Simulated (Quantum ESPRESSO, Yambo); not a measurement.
# Excitons of BN (P6_3/mmc) on ever denser meshes, part 3 of 5

How far does the k mesh set the exciton binding of BN (P6_3/mmc)?

Quantum ESPRESSO 7.5 and Yambo 5.3.0; PBE and many-body steps on it, plane waves. Known limits of the many-body steps: not at the basis limit; coarse k mesh; bindings not settled in the k mesh.

So far. Step 8 (Triplet (no exchange term)): The lowest triplet lies at 4.996 eV; without spin-orbit coupling triplets are dark, so no spectrum is read. Step 9 (Empty states on the mesh, 6×6×4 mesh, 16 bands): On this mesh the gap is 4.314 eV.

## Step 11: k mesh (6×6×4)

This step: Bethe-Salpeter equation on PBE with a scissors shift, plane waves, norm-conserving pseudopotentials.

The input, bse6.in:

```
optics
bss
bse
em1s
dipoles
rim_cut
RandQpts= 1000000
RandGvec= 1 RL
Chimod= "HARTREE"
BSKmod= "SEX"
BSEmod= "resonant"
BSSmod= "d"
BSENGexx= 20 Ry
BSENGBlk= 4 Ry
% BSEQptR
 1 | 1 |
%
% BSEBands
 5 | 10 |
%
% BEnRange
 0 | 8 | eV
%
% BDmRange
 0.1 | 0.1 | eV
%
BEnSteps= 161
% BLongDir
 1 | 0 | 0 |
%
% BndsRnXs
 1 | 16 |
%
NGsBlkXs= 4 Ry
% LongDrXs
 1 | 1 | 1 |
%
% KfnQP_E
 1.45 | 1.0 | 1.0 |
%
WRbsWF
FFTGvecs= 32 Ry
```

The run is started by

```bash
OMP_NUM_THREADS=1 mpirun -n 8 yambo -F bse6.in -J bse6 -C bse6 > bse6.log
```

Output:

```text
 Yambo, version 5.3.0

 [02] CORE Variables Setup
 =========================

  [... cell, symmetries and grids as in the set-up ...]

  [02.05] Energies & Occupations
  ==============================

  [X] === General ===
  [X] Electronic Temperature                        :  0.000000  0.000000 [eV K]
  [X] Bosonic    Temperature                        :  0.000000  0.000000 [eV K]
  [X] Finite Temperature mode                       : no
  [X] El. density                                   :  0.44236E+24 [cm-3]
  [X] Fermi Level                                   :  4.698540 [eV]

  [X] === Gaps and Widths ===
  [X] Conduction Band Min                           :  4.314168 [eV]
  [X] Valence Band Max                              :  0.000000 [eV]
  [X] Filled Bands                                  :   8
  [X] Empty Bands                                   :   9  16
  [X] Direct Gap                                    :  4.669583 [eV]
  [X] Direct Gap localized at k                     :  21
  [X] Indirect Gap                                  :  4.314168 [eV]
  [X] Indirect Gap between kpts                     :  21  10
  [X] Last valence band width                       :  3.190979 [eV]
  [X] 1st conduction band width                     :  3.840424 [eV]

 [03] Transferred momenta grid and indexing
 ==========================================

 [BZ sampling] Q-grid is User defined and/or read from the database

 IBZ Q-points                                      :  24
 BZ  Q-points                                      :  144

 K/Q-points units:
 rlu = crystal or reduced units; cc = cartesian coordinates; iku = interal k-units

 Q [ 1]         [rlu]:  0.000000  0.000000  0.000000
 Q [ 2]         [rlu]:  0.000000  0.000000  0.250000
[...]
X band range                                     :   1  16
  X e/h energy range                               : -1.000000 -1.000000 [eV]
  X Time ordering                                  : T
  X Hxc Kernel                                     : HARTREE
  X Drude frequency                                :  0.000000  0.000000
  X poles                                          :  100.0000 [o/o]
  RL vectors in the sum                            :   761
  [r,Vnl] included                                 : yes
  Field direction                                  :  0.577350E-5  0.577350E-5  0.577350E-5
  BZ energy Double Grid                            : no
  BZ energy DbGd points                            : 0
  BZ Q point size factor                           : -1.000000
  X Optical Averaged directions                    : none

 [08] Bethe Salpeter Equation driver
 ===================================

  [08.01] Bethe Salpeter Equation @q1
  ===================================

   [08.01.01] Transition pre-analysis @q1
   ======================================

   [08.01.02] Transition Groups build-up @q1
   =========================================

   [BSK] Transition groups (total):   96
   [BSK] Size (resonant):  1152
   [BSK]         (total):  1152
   [BSK] N. of matrices :  1

   [08.01.03] Loading Dipoles @q1
   ==============================

   [08.01.04] Independent Particles properties @q1
   ===============================================

   ==========================================================

   [BSE] Exchange components :   373
   [BSE] Correlation components :    51   427

    [08.01.05.01] Screened interaction header I/O
    =============================================

    [08.01.05.02] Main kernel loop
    ==============================

    [08.01.05.03] Wave-Function Phases
    ==================================

    [BSE] WF phases found       :  54.05093 [o/o]

   [08.01.06] BSE solver(s) @q1
   ============================

   [SLK-Digonalization]  Pools        :  2
   [SLK-Digonalization]  BLACS grid   :  2  2

   [08.01.07] Diago Solver @q1
   ===========================

 [11] Game Over & Game summary
```

Run time: 8.7 s. Hardware: 8 MPI ranks of Arm Neoverse V2, shared host; peak memory 2.5 GiB; 59 s of CPU time.

This step gave:

- transitions in the window: 1152
- direct gap of the transition levels: 6.120 eV
- lowest state: 4.961 eV
- first strong exciton (over a fiftieth of the strongest listed): 4.981 eV
- binding of the lowest state below the direct gap: 1.159 eV
- Coulomb term of one mesh cell: 0.6327 eV

The binding is 1.8 times the screened Coulomb term of one mesh cell (0.63 eV), so it is not shown settled.

The lowest state lies at 4.961 eV, 1.159 eV under the direct gap.

The ε₂ has structure finer than the step of the table below, so its rows give means over 0.5 eV, whole bins alone (the curve runs from 0 to 8 eV). Peaks (eV: height): BSE 5.00: 33.5, 5.90: 25.2; no electron-hole interaction 6.25: 8.88, 7.15: 16.2.

Field along x; broadening 0.1 eV; transition window only. Limits: finite bands, cutoff and mesh; coarse k mesh; exciton not shown settled in the k mesh. The ε₂ by photon energy; means over each step:

```csv
photon energy (eV),BSE,no electron-hole interaction
0.5,0.0282,0.0145
1.0,0.0351,0.0169
1.5,0.0448,0.0200
2.0,0.0595,0.0240
2.5,0.0832,0.0295
3.0,0.125,0.0372
3.5,0.213,0.0485
4.0,0.458,0.0665
4.5,2.01,0.0982
5.0,16.6,0.166
5.5,4.49,0.393
6.0,12.2,3.69
6.5,1.75,4.26
7.0,2.21,7.97
7.5,0.752,7.36
```

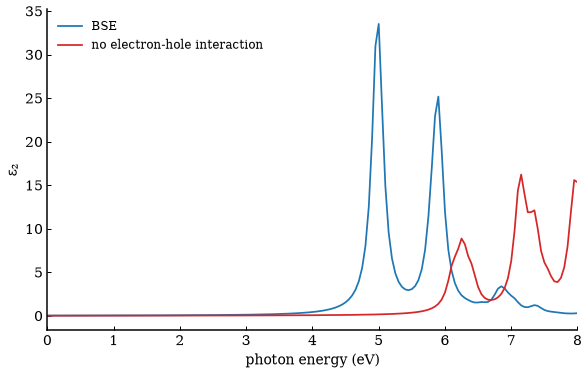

ε₂ against photon energy.

## Step 12: Triplet (no exchange term)

bse7.in, as its differences from bse6.in of step 11:

```diff
@@ -12,3 +12,3 @@
 BSSmod= "d"
-BSENGexx= 20 Ry
+BSENGexx= 1 RL
 BSENGBlk= 4 Ry
```

The run is started by

```bash
OMP_NUM_THREADS=1 mpirun -n 8 yambo -F bse7.in -J bse7,bse6_W -C bse7 > bse7.log
```

Output:

```text
 Yambo, version 5.3.0

 [02] CORE Variables Setup
 =========================

  [... cell, symmetries and grids as in the set-up ...]

  [02.05] Energies & Occupations
  ==============================

  [X] === General ===
  [X] Electronic Temperature                        :  0.000000  0.000000 [eV K]
  [X] Bosonic    Temperature                        :  0.000000  0.000000 [eV K]
  [X] Finite Temperature mode                       : no
  [X] El. density                                   :  0.44236E+24 [cm-3]
[...]
=========================================

  [WARNING] [r,Vnl^pseudo] included in position and velocity dipoles.

  [WARNING] In case H contains other non local terms, these are neglected

 [07] Static Dielectric Matrix
 =============================

    [08.01.05.02] Main kernel loop
    ==============================

    [08.01.05.03] Wave-Function Phases
    ==================================

    [BSE] WF phases found       :  54.05093 [o/o]

   [08.01.06] BSE solver(s) @q1
   ============================

   [SLK-Digonalization]  Pools        :  2
   [SLK-Digonalization]  BLACS grid   :  2  2

   [08.01.07] Diago Solver @q1
   ===========================

 [11] Game Over & Game summary
```

It took 5.8 s on 8 MPI ranks; peak memory 2.3 GiB; 46 s of CPU time.

The lowest triplet lies at 4.882 eV; without spin-orbit coupling triplets are dark, so no spectrum is read.

## Step 13: Empty states on the mesh, 9×9×4 mesh, 16 bands

This step: Quantum ESPRESSO 7.5; DFT, PBE, plane waves, norm-conserving pseudopotentials.

The input, pw.in:

```
&control
  calculation = 'nscf'
  prefix = 'x'
  outdir = 'o'
  pseudo_dir = 'pseudo'
/
&system
  ibrav = 0
  nat = 4
  ntyp = 2
  ecutwfc = 72.0
  nbnd = 16
  force_symmorphic = .true.
/
&electrons
  conv_thr = 1e-9
  electron_maxstep = 80
  diago_full_acc = .true.
  diago_thr_init = 5e-6
/
ATOMIC_SPECIES
  B 10.81 B.upf
  N 14.007 N.upf
CELL_PARAMETERS angstrom
  2.5039900000 0.0000000000 0.0000000000
  -1.2519950000 2.1685189508 0.0000000000
  0.0000000000 0.0000000000 6.6612000000
ATOMIC_POSITIONS crystal
  B 0.3333333333 0.6666666667 0.2500000000
  B 0.6666666667 0.3333333333 0.7500000000
  N 0.3333333333 0.6666666667 0.7500000000
  N 0.6666666667 0.3333333333 0.2500000000
K_POINTS automatic
  9 9 4 0 0 0
```

The run is started by

```bash
OMP_NUM_THREADS=1 mpirun -n 8 pw.x -nk 4 -in pw.in > pw.out
```

Output:

```text
[banner, memory and clock lines left out]
Program PWSCF v.7.5 starts

     Atomic positions and unit cell read from directory:
     o/x.save/

     Message from routine setup:
     using ibrav=0 with symmetry is DISCOURAGED, use correct ibrav instead

     bravais-lattice index     =            0
     lattice parameter (alat)  =       4.7319  a.u.
     unit-cell volume          =     244.0871 (a.u.)^3
     number of atoms/cell      =            4
     number of atomic types    =            2
     number of electrons       =        16.00
[...]
k = 0.0000 0.0000 0.0940 (  2524 PWs)   bands (ev):

   -13.0403 -12.8371  -1.2409   0.2151   3.3613   3.3613   3.3867   3.3867
    10.6628  14.0820  16.3593  16.3593  16.4444  16.4444  17.1822  17.6422

          k = 0.0000 0.0000-0.1880 (  2518 PWs)   bands (ev):

   -12.9409 -12.9409  -0.5699  -0.5699   3.3741   3.3741   3.3741   3.3741
    12.3076  12.3076  16.4014  16.4014  16.4014  16.4014  17.4724  17.4724

          k = 0.0000 0.1283 0.0000 (  2523 PWs)   bands (ev):

     [... further k-points ...]

     highest occupied, lowest unoccupied level (ev):     4.6985    9.1282

     XML data file, pseudopotentials, collected wavefunctions
```

It took 1.9 s on 8 MPI ranks; peak memory 0.05 GiB; 14 s of CPU time.

Numbers from this step:

```
gap                                                           : 4.430 eV
k of the valence top                                          : 0.3333, 0.3333, -0.5
k of the conduction bottom                                    : 0.1111, 0.4444, 0
least direct gap                                              : 4.670 eV
k points computed                                             : 43
lowest point of the top converged band, above the valence top : 12.73 eV
```

On this mesh the gap is 4.430 eV.

## Step 14: Conversion and set-up

This step: Yambo 5.3.0; conversion and set-up on PBE, plane waves, norm-conserving pseudopotentials.

The run is started by

```bash
(cd o/x.save; p2y > p2y.log; mv SAVE ../..); yambo > setup.log
```

Output:

```text
 Yambo, version 5.3.0

 [02] CORE Variables Setup
 =========================

  [02.01] Unit cells
  ==================

  Cell kind             :  HCP
  Atoms in the cell     :  B  N
  number of B  atoms    :  2
  number of N  atoms    :  2

  List of atomic masses
  Mass of B     :  10.81000
  Mass of N     :  14.00700

  List of atomic coordinates    : [cc]
  B1       : -0.23659E-09   2.7319       3.1470      order 1
  B2       :  2.365928  1.365969  9.440883  order 2
  N1       : -0.23659E-09   2.7319       9.4409      order 3
[...]
rlu = crystal or reduced units; cc = cartesian coordinates; iku = interal k-units

 Q [ 1]         [rlu]:  0.000000  0.000000  0.000000
 Q [ 2]         [rlu]:  0.000000  0.000000  0.250000
 Q [ 3]         [rlu]:  0.000000  0.000000 -0.500000
[...]
Q [ 8]         [rlu]:  0.60328E-17  0.22222      0.25000
 Q [ 9]         [rlu]:  0.60328E-17  0.22222     -0.50000
 Q [10]         [rlu]:  0.90491E-17  0.33333       0.0000
     [... 31 further rows ...]
 Q [42]         [rlu]: -0.111111  0.444444 -0.250000
 Q [43]         [rlu]: -0.222222  0.555556 -0.250000

  [03.01] X indexes
  =================

   [03.01.01] Sigma indexes
   ========================

 [06] Game Over & Game summary
```

Run time: 2.1 s. Hardware: 1 MPI rank; peak memory 0.25 GiB.

## Step 15: k mesh (9×9×4)

This step: Bethe-Salpeter equation on PBE with a scissors shift, plane waves, norm-conserving pseudopotentials.

bse9.in, as its differences from bse7.in of step 12:

```diff
@@ -12,3 +12,3 @@
 BSSmod= "d"
-BSENGexx= 1 RL
+BSENGexx= 20 Ry
 BSENGBlk= 4 Ry
```

The run is started by

```bash
OMP_NUM_THREADS=1 mpirun -n 8 yambo -F bse9.in -J bse9 -C bse9 > bse9.log
```

Output:

```text
 Yambo, version 5.3.0

 [02] CORE Variables Setup
 =========================

  [... cell, symmetries and grids as in the set-up ...]

  [02.05] Energies & Occupations
  ==============================

  [X] === General ===
  [X] Electronic Temperature                        :  0.000000  0.000000 [eV K]
  [X] Bosonic    Temperature                        :  0.000000  0.000000 [eV K]
  [X] Finite Temperature mode                       : no
  [X] El. density                                   :  0.44236E+24 [cm-3]
[...]
==========================================================

   [BSE] Exchange components :   373
   [BSE] Correlation components :    51   427

    [08.01.05.01] Screened interaction header I/O
    =============================================

    [08.01.05.02] Main kernel loop
    ==============================

    [08.01.05.03] Wave-Function Phases
    ==================================

    [BSE] WF phases found       :  66.11757 [o/o]

   [08.01.06] BSE solver(s) @q1
   ============================

   [SLK-Digonalization]  Pools        :  2
   [SLK-Digonalization]  BLACS grid   :  2  2

   [08.01.07] Diago Solver @q1
   ===========================

 [11] Game Over & Game summary
```

The job ended after 50 s (8 MPI ranks; peak memory 4.2 GiB).

Numbers from this step:

```yaml
transitions_in_the_window: 2592
direct_gap_of_the_transition_levels: 6.120 eV
lowest_state: 5.144 eV
first_strong_exciton_over_a_fiftieth_of_the_strongest_listed: 5.190 eV
binding_of_the_lowest_state_below_the_direct_gap: 0.9752 eV
coulomb_term_of_one_mesh_cell: 0.4811 eV
```

The lowest state lies at 5.144 eV, 0.975 eV under the direct gap.

The ε₂ has structure finer than the step of the table below, so its rows give means over 0.5 eV, whole bins alone (the curve runs from 0 to 8 eV). Peaks (eV: height): BSE 5.20: 41.2, 5.80: 13.7; no electron-hole interaction 7.05: 21.8, 7.80: 8.66.

Field along x; broadening 0.1 eV; transition window only. Limits: finite bands, cutoff and mesh. The ε₂ by photon energy; means over each step:

```csv
photon energy (eV),BSE,no electron-hole interaction
0.5,0.0276,0.0147
1.0,0.0341,0.0171
1.5,0.0434,0.0203
2.0,0.0571,0.0244
2.5,0.0786,0.0299
3.0,0.116,0.0376
3.5,0.188,0.0489
4.0,0.367,0.0665
4.5,1.09,0.0968
5.0,15.7,0.158
5.5,9.96,0.331
6.0,9.11,2.11
6.5,1.64,5.35
7.0,1.58,13.4
7.5,0.703,6.42
```

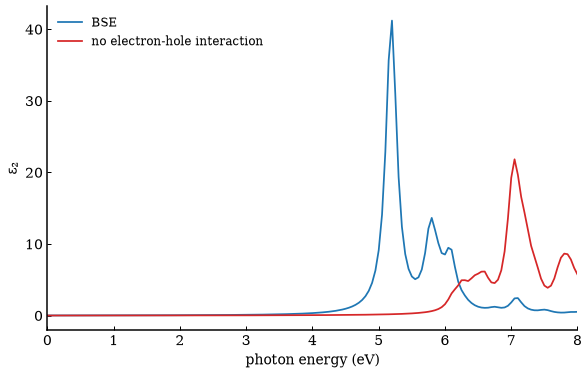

ε₂, plotted against photon energy.

## Step 16: Triplet (no exchange term)

bse10.in, as its differences from bse9.in of step 15:

```diff
@@ -12,3 +12,3 @@
 BSSmod= "d"
-BSENGexx= 20 Ry
+BSENGexx= 1 RL
 BSENGBlk= 4 Ry
```

The run is started by

```bash
OMP_NUM_THREADS=1 mpirun -n 8 yambo -F bse10.in -J bse10,bse9_W -C bse10 > bse10.log
```

Output:

```text
 Yambo, version 5.3.0

 [02] CORE Variables Setup
 =========================

  [... cell, symmetries and grids as in the set-up ...]

  [02.05] Energies & Occupations
  ==============================

  [X] === General ===
  [X] Electronic Temperature                        :  0.000000  0.000000 [eV K]
  [X] Bosonic    Temperature                        :  0.000000  0.000000 [eV K]
  [X] Finite Temperature mode                       : no
  [X] El. density                                   :  0.44236E+24 [cm-3]
[...]
=========================================

  [WARNING] [r,Vnl^pseudo] included in position and velocity dipoles.

  [WARNING] In case H contains other non local terms, these are neglected

 [07] Static Dielectric Matrix
 =============================

    [08.01.05.02] Main kernel loop
    ==============================

    [08.01.05.03] Wave-Function Phases
    ==================================

    [BSE] WF phases found       :  66.11757 [o/o]

   [08.01.06] BSE solver(s) @q1
   ============================

   [SLK-Digonalization]  Pools        :  2
   [SLK-Digonalization]  BLACS grid   :  2  2

   [08.01.07] Diago Solver @q1
   ===========================

 [11] Game Over & Game summary
```

Elapsed: 43 s, on 8 MPI ranks; peak memory 4.2 GiB.

The lowest triplet lies at 5.049 eV; without spin-orbit coupling triplets are dark, so no spectrum is read.

## Step 17: Empty states on the mesh, 12×12×4 mesh, 16 bands

This step: Quantum ESPRESSO 7.5; DFT, PBE, plane waves, norm-conserving pseudopotentials.

Changes to pw.in since step 13:

```diff
@@ -33,2 +33,2 @@
 K_POINTS automatic
-  9 9 4 0 0 0
+  12 12 4 0 0 0
```

The run is started by

```bash
OMP_NUM_THREADS=1 mpirun -n 8 pw.x -nk 4 -in pw.in > pw.out
```

Output:

```text
[banner, memory and clock lines left out]
Program PWSCF v.7.5 starts

     Atomic positions and unit cell read from directory:
     o/x.save/

     Message from routine setup:
     using ibrav=0 with symmetry is DISCOURAGED, use correct ibrav instead

     bravais-lattice index     =            0
     lattice parameter (alat)  =       4.7319  a.u.
     unit-cell volume          =     244.0871 (a.u.)^3
     number of atoms/cell      =            4
     number of atomic types    =            2
     number of electrons       =        16.00
[...]
k = 0.0000 0.0000 0.0940 (  2524 PWs)   bands (ev):

   -13.0403 -12.8371  -1.2409   0.2151   3.3613   3.3613   3.3867   3.3867
    10.6628  14.0820  16.3593  16.3593  16.4444  16.4444  17.1822  17.6422

          k = 0.0000 0.0000-0.1880 (  2518 PWs)   bands (ev):

   -12.9409 -12.9409  -0.5699  -0.5699   3.3741   3.3741   3.3741   3.3741
    12.3076  12.3076  16.4014  16.4014  16.4014  16.4014  17.4724  17.4724

          k = 0.0000 0.0962 0.0000 (  2529 PWs)   bands (ev):

     [... further k-points ...]

     highest occupied, lowest unoccupied level (ev):     4.6985    9.0127

     XML data file, pseudopotentials, collected wavefunctions
```

Elapsed: 2.6 s, on 8 MPI ranks; peak memory 0.34 GiB.

Numbers from this step:

| Item | Value |
| --- | --- |
| gap | 4.314 eV |
| k of the valence top | 0.3333, 0.3333, -0.5 |
| k of the conduction bottom | 0, -0.5, 0 |
| least direct gap | 4.670 eV |
| k points computed | 69 |
| lowest point of the top converged band, above the valence top | 12.62 eV |

On this mesh the gap is 4.314 eV.

## Step 18: Conversion and set-up

This step: Yambo 5.3.0; conversion and set-up on PBE, plane waves, norm-conserving pseudopotentials.

The run is started by

```bash
(cd o/x.save; p2y > p2y.log; mv SAVE ../..); yambo > setup.log
```

Output:

```text
 Yambo, version 5.3.0

 [02] CORE Variables Setup
 =========================

  [02.01] Unit cells
  ==================

  Cell kind             :  HCP
  Atoms in the cell     :  B  N
  number of B  atoms    :  2
  number of N  atoms    :  2

  List of atomic masses
  Mass of B     :  10.81000
  Mass of N     :  14.00700

  List of atomic coordinates    : [cc]
  B1       : -0.23659E-09   2.7319       3.1470      order 1
  B2       :  2.365928  1.365969  9.440883  order 2
  N1       : -0.23659E-09   2.7319       9.4409      order 3
[...]
Q [ 1]         [rlu]:  0.000000  0.000000  0.000000
 Q [ 2]         [rlu]:  0.000000  0.000000  0.250000
 Q [ 3]         [rlu]:  0.000000  0.000000 -0.500000
[...]
Q [ 8]         [rlu]:  0.45246E-17  0.16667      0.25000
 Q [ 9]         [rlu]:  0.45246E-17  0.16667     -0.50000
 Q [10]         [rlu]:  0.67868E-17  0.25000       0.0000
     [... 38 further rows ...]
 Q [49]         [rlu]:  0.250000  0.250000  0.000000
 Q [50]         [rlu]:  0.250000  0.250000  0.250000

 Remaining 19 points informations can be written running with -fatlog

  [03.01] X indexes
  =================

   [03.01.01] Sigma indexes
   ========================

 [06] Game Over & Game summary
```

Elapsed: 2.5 s, on 1 MPI rank; peak memory 0.26 GiB.

[end of part 3 of 5]

[Paths, hosts, dates, memory and timing lines, banners, echoed tables and standing remarks are left out of the program output.]

[Logs are printed without paths, hosts, clocks, repeated set-up lines and the standing remarks that a program may print on its own settings, such as how far it seeks lower states.]

[Runs of the session that timed out or met a known fault of the program may be left out.]

[Hosts, paths, dates, database ids (printed as entryN), source tags and the programs' standing remarks are cut or masked in the printed files.]
